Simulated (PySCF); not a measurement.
Geometry relaxation of B3N3H6

System: B3N3H6 (borazine).
Method: PBE0-D3(BJ)/def2-SVP geometry optimisation, gas phase (PySCF 2.14.0).

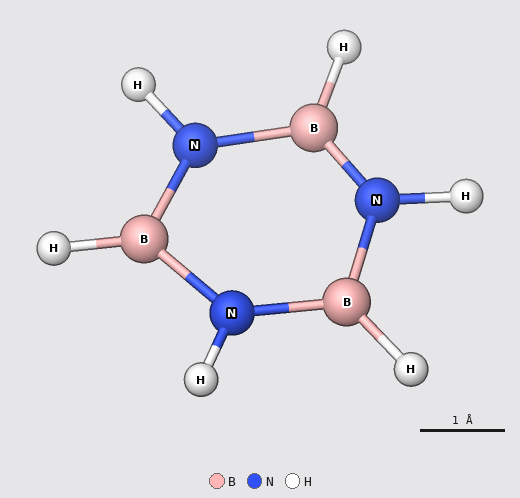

Fig. 1: The input geometry (ball-and-stick view, seen at a tilt).

Input file:
```
{"job": {"xc": "PBE0", "basis": "def2-SVP", "d3": "d3bj", "grid": 1, "shake": 0.03, "kind": "geom"}, "charge": 0, "multiplicity": 1}
B      1.046390    -1.122180    -0.077540
N      1.326090     0.271440     0.233450
B      0.341540     1.334220     0.294710
N     -0.855220     1.019640     0.068700
B     -1.396050    -0.317190    -0.275300
N     -0.400110    -1.284060    -0.336130
H      1.819620    -1.903030    -0.163920
H      2.359840     0.507770     0.405290
H      0.726190     2.455400     0.635080
H     -1.652300     1.738910     0.169980
H     -2.548000    -0.550900    -0.406170
H     -0.650130    -2.234150    -0.549210
```

The first line tells a small driver script what to run in PySCF; the rest is the geometry in Å.

Run on 1 CPU thread, shared host.

Launched with:
```bash
OMP_NUM_THREADS=1 python <driver script> task.json out
```

Log:
```
step   0  E = -242.15571155  max force = 0.239867
step   1  E = -242.18192851  max force = 0.050796
step   2  E = -242.19845137  max force = 0.028787
step   3  E = -242.20321378  max force = 0.008447
step   4  E = -242.20339896  max force = 0.004547
step   5  E = -242.20358452  max force = 0.004576
step   6  E = -242.20363638  max force = 0.001061
step   7  E = -242.20364077  max force = 0.000281
optimisation converged
```

Trajectory as extended XYZ (Å, eV, eV/Å), 8 frames, from step=0 to step=7:
```
12
Properties=species:S:1:pos:R:3:forces:R:3 step=0 energy=-6589.39254
B     1.0464   -1.1222   -0.0775   -3.7200   4.8688   0.1883
N     1.3261    0.2714    0.2334    3.0629  -0.8934   0.1317
B     0.3415    1.3342    0.2947    9.1920   2.1350   2.0307
N    -0.8552    1.0196    0.0687  -12.3345  -1.1675  -1.7850
B    -1.3961   -0.3172   -0.2753    1.4721   1.5889   0.7510
N    -0.4001   -1.2841   -0.3361    1.7639  -1.8029  -0.0423
H     1.8196   -1.9030   -0.1639    2.0361  -2.3913  -0.1752
H     2.3598    0.5078    0.4053   -2.3113  -0.3359  -0.3115
H     0.7262    2.4554    0.6351   -0.1831  -0.3216  -0.2325
H    -1.6523    1.7389    0.1700    1.9906  -1.3541  -0.2411
H    -2.5480   -0.5509   -0.4062   -0.5625   0.0389  -0.1746
H    -0.6501   -2.2342   -0.5492   -0.4062  -0.3649  -0.1395
12
Properties=species:S:1:pos:R:3:forces:R:3 step=1 energy=-6590.10594
B     0.9343   -0.9843   -0.0980    1.3599  -2.0840  -0.1608
N     1.4088    0.3060    0.2534   -2.5688   0.0844  -0.3597
B     0.3817    1.3266    0.3323    2.6120   1.5703   0.6126
N    -0.9483    1.0602    0.0752   -0.5218  -2.2318  -0.4141
B    -1.3038   -0.3182   -0.2275   -2.2966   0.2578  -0.3837
N    -0.4239   -1.4124   -0.3550    1.3751   2.2339   0.6615
H     1.7646   -1.8463   -0.1688    0.3624  -0.3455  -0.0689
H     2.3864    0.4954    0.4124   -0.0722  -0.0354   0.0026
H     0.7652    2.4405    0.6263   -0.1731   0.0996   0.0073
H    -1.6889    1.7452    0.1290    0.1572   0.0002   0.0226
H    -2.4768   -0.5258   -0.4089   -0.3164  -0.0105  -0.0092
H    -0.6814   -2.3708   -0.5716    0.0823   0.4610   0.0897
12
Properties=species:S:1:pos:R:3:forces:R:3 step=2 energy=-6590.55555
B     1.0228   -1.0491   -0.1023   -0.2590  -0.7132  -0.0369
N     1.3468    0.2745    0.2384   -0.7178   0.8840   0.0702
B     0.4117    1.3674    0.3502   -0.3536  -1.0853  -0.4307
N    -0.9581    1.0118    0.0709    1.0258  -0.5133   0.1947
B    -1.4047   -0.3132   -0.2340    0.4792   0.3666  -0.0691
N    -0.3679   -1.2836   -0.3185   -0.3252  -1.0578  -0.2036
H     1.8632   -1.9634   -0.1797   -0.4921   0.6088   0.0098
H     2.2951    0.4769    0.3981    1.4803   0.3783   0.2862
H     0.7881    2.4809    0.6316   -0.1432  -0.0080   0.0054
H    -1.6585    1.6997    0.1196   -0.9522   1.1946   0.1267
H    -2.5847   -0.5510   -0.4360    0.3048  -0.0482   0.0722
H    -0.6359   -2.2350   -0.5393   -0.0469  -0.0064  -0.0249
12
Properties=species:S:1:pos:R:3:forces:R:3 step=3 energy=-6590.68515
B     1.0091   -1.0557   -0.0897   -0.0800  -0.0477  -0.0517
N     1.3700    0.2833    0.2401    0.2697   0.1247   0.0359
B     0.4050    1.3387    0.3288    0.2415   0.0108   0.0591
N    -0.9593    1.0192    0.0771   -0.4344   0.0468  -0.0075
B    -1.3872   -0.3094   -0.2465    0.0256   0.2828   0.0671
N    -0.3802   -1.3106   -0.3269    0.1827  -0.2108   0.0129
H     1.8368   -1.9450   -0.1722   -0.1250   0.1464   0.0250
H     2.3526    0.5025    0.4095   -0.4335  -0.0831  -0.0599
H     0.7582    2.4585    0.6179   -0.0563   0.0422  -0.0169
H    -1.6750    1.7441    0.1468    0.3969  -0.2480  -0.0239
H    -2.5585   -0.5519   -0.4343    0.0495  -0.0504  -0.0209
H    -0.6537   -2.2578   -0.5516   -0.0367  -0.0138  -0.0192
12
Properties=species:S:1:pos:R:3:forces:R:3 step=4 energy=-6590.69019
B     0.9933   -1.0511   -0.0897    0.0684  -0.1199  -0.0358
N     1.3579    0.2889    0.2394    0.1126   0.0562   0.0167
B     0.4129    1.3550    0.3346    0.0746  -0.1993  -0.0245
N    -0.9447    1.0115    0.0820   -0.2338   0.0451   0.0010
B    -1.3744   -0.3123   -0.2441   -0.1224   0.0705  -0.0019
N    -0.3860   -1.3337   -0.3297    0.1493   0.1680   0.0751
H     1.8257   -1.9268   -0.1680    0.0129   0.0278   0.0146
H     2.3337    0.4990    0.4069   -0.0191  -0.0552  -0.0067
H     0.7547    2.4808    0.6170   -0.0330  -0.0158  -0.0154
H    -1.6495    1.7346    0.1471    0.0146  -0.0061  -0.0111
H    -2.5437   -0.5507   -0.4379   -0.0207  -0.0115  -0.0136
H    -0.6622   -2.2794   -0.5585   -0.0034   0.0400   0.0016
12
Properties=species:S:1:pos:R:3:forces:R:3 step=5 energy=-6590.69523
B     1.0022   -1.0526   -0.0889    0.0286  -0.0530  -0.0080
N     1.3687    0.2851    0.2401   -0.2353  -0.0298  -0.0367
B     0.4086    1.3363    0.3318    0.0682   0.1158   0.0180
N    -0.9578    1.0153    0.0835    0.1349  -0.2020  -0.0034
B    -1.3820   -0.3067   -0.2425   -0.0465  -0.0026  -0.0213
N    -0.3795   -1.3177   -0.3231   -0.0064  -0.0112   0.0105
H     1.8296   -1.9309   -0.1671    0.0137  -0.0068   0.0008
H     2.3388    0.4979    0.4081    0.1705   0.0362   0.0328
H     0.7453    2.4642    0.6091    0.0005   0.0179   0.0053
H    -1.6501    1.7441    0.1464   -0.1139   0.1463   0.0105
H    -2.5477   -0.5574   -0.4441   -0.0075  -0.0152  -0.0050
H    -0.6581   -2.2619   -0.5544   -0.0068   0.0044  -0.0034
12
Properties=species:S:1:pos:R:3:forces:R:3 step=6 energy=-6590.69664
B     1.0027   -1.0546   -0.0883   -0.0146  -0.0058  -0.0043
N     1.3657    0.2851    0.2399    0.0298   0.0273   0.0070
B     0.4097    1.3410    0.3321    0.0286  -0.0019  -0.0012
N    -0.9559    1.0135    0.0833   -0.0546   0.0082   0.0077
B    -1.3834   -0.3082   -0.2439    0.0111   0.0267   0.0007
N    -0.3800   -1.3188   -0.3228    0.0055  -0.0342   0.0029
H     1.8322   -1.9324   -0.1656   -0.0065   0.0113   0.0029
H     2.3404    0.4975    0.4089   -0.0251  -0.0080  -0.0023
H     0.7467    2.4691    0.6097   -0.0055   0.0007  -0.0017
H    -1.6517    1.7456    0.1459    0.0302  -0.0158  -0.0048
H    -2.5494   -0.5591   -0.4462    0.0065  -0.0060  -0.0028
H    -0.6591   -2.2628   -0.5543   -0.0054  -0.0023  -0.0041
12
Properties=species:S:1:pos:R:3:forces:R:3 step=7 energy=-6590.69676
B     1.0019   -1.0546   -0.0871   -0.0047  -0.0022  -0.0023
N     1.3654    0.2856    0.2404    0.0030   0.0072   0.0015
B     0.4099    1.3415    0.3319    0.0128  -0.0016  -0.0012
N    -0.9559    1.0134    0.0837   -0.0145  -0.0072   0.0036
B    -1.3825   -0.3082   -0.2442   -0.0026   0.0061  -0.0028
N    -0.3802   -1.3203   -0.3220    0.0055  -0.0022   0.0057
H     1.8320   -1.9312   -0.1636    0.0013   0.0012   0.0020
H     2.3397    0.4972    0.4096    0.0002  -0.0029   0.0010
H     0.7456    2.4703    0.6084   -0.0012   0.0001  -0.0009
H    -1.6503    1.7459    0.1449    0.0011   0.0020  -0.0032
H    -2.5479   -0.5598   -0.4484    0.0006  -0.0017  -0.0019
H    -0.6598   -2.2639   -0.5545   -0.0016   0.0010  -0.0013
```

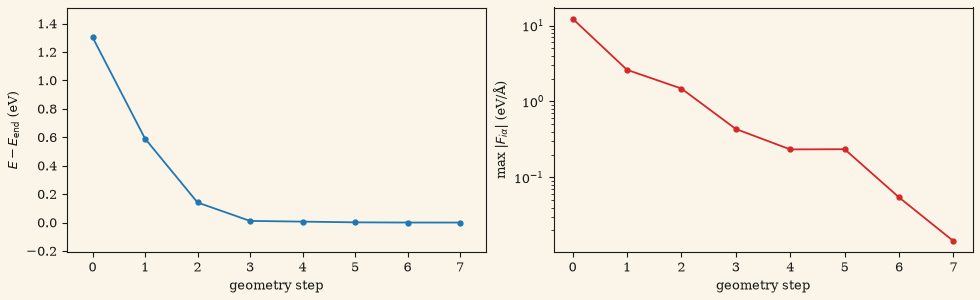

Fig. 2: Progress of the relaxation, step by step (steps are counted from 0).

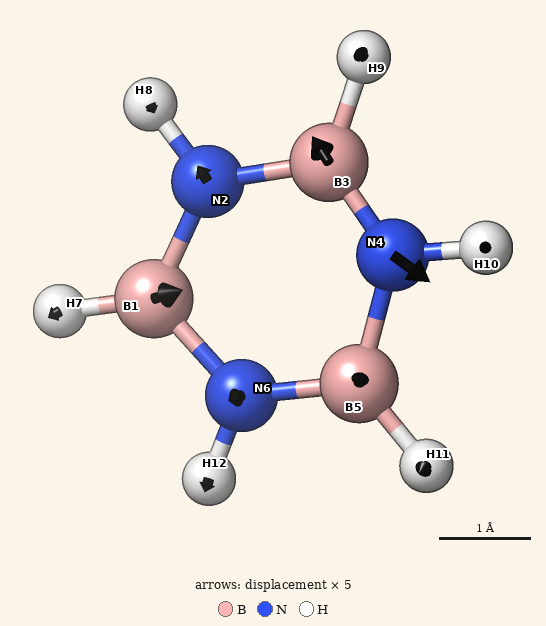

Fig. 3: The starting structure with the displacements as black arrows, magnified 5 times (ball-and-stick view, seen at a tilt). The two geometries are laid on each other by the best rigid fit. N4 moves most after the best rigid fit: 0.10 Å. Largest moves by element: N 0.10 Å, B 0.08 Å, H 0.04 Å. Distances before and after: B3–N4 1.258 → 1.426 Å, B1–H7 1.102 → 1.210 Å, N4–H10 1.078 → 1.011 Å, N2–H8 1.074 → 1.011 Å. Among the angles that change: N2–B1–N6 109.3° → 117.4°, B5–N4–H10 110.7° → 118.7°, B1–N6–H12 112.6° → 118.6°. Over 7 geometry steps the energy falls by 1.304 eV. The largest force component goes from 12 to 0.015 eV/Å. (Atoms are counted from 1 in the order of the input.)

Summary:

| quantity | value |
| --- | --- |
| outcome | converged |
| total energy | −242.203641 hartree |
| dipole moment | 0.00 D |
| point group | D3h |
| wall time | 27 s |
| peak memory | 0.47 GiB |
